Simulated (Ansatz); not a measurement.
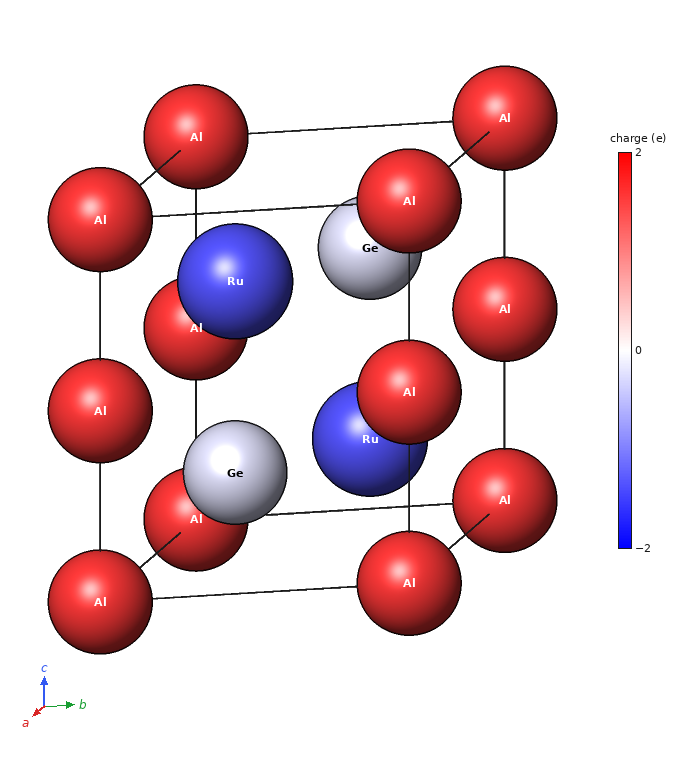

View slightly off an axis, drawn as a spheres-only model. The frame is the simulation cell; atoms at its boundary are shown with their periodic copies. The atoms of this AlGeRu cell are coloured by their Bader charge.

All computed values are from DFT, PAW plane waves, r2SCAN (Ansatz). Settings: plane waves up to 500 eV, 9×9×6 k-mesh, Fermi-Dirac smearing of 0.1 eV, no spin polarisation.

Q: What charges do the elements carry?

A: Most positive: Al; most negative: Ru. Charges: about Al +1.6 e; Ge -0.2 e; Ru -1.3 e.

Shown is a generated cell, made by putting these elements into a known structure type (the compound may or may not exist in this form), as it stood before any relaxation. A calculation with Ansatz used it as input.
